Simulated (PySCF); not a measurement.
BeGa (charge +1)

```xyz
2

Be    0.0000    0.0000   -2.4860
Ga    0.0000    0.0000    0.3250
```

All numbers below come from PBE0/pcseg-2, non-relativistic, at a bond length of 2.811 Å in PySCF 2.14.0.

> Predict the electron density and electron localisation function between the atoms.

Be–Ga (2.81 Å): ρ at the midpoint is about 0.19 e/Å³; the ELF is about 0.70 at the midpoint.

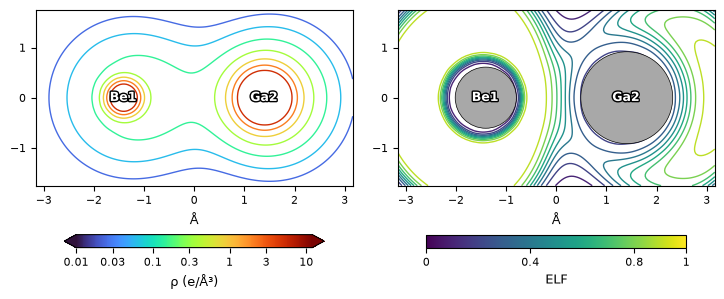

Computed electron density and electron localisation function on a plane that holds the molecular axis, in this order. Grey discs cover the atomic cores in the ELF map. 
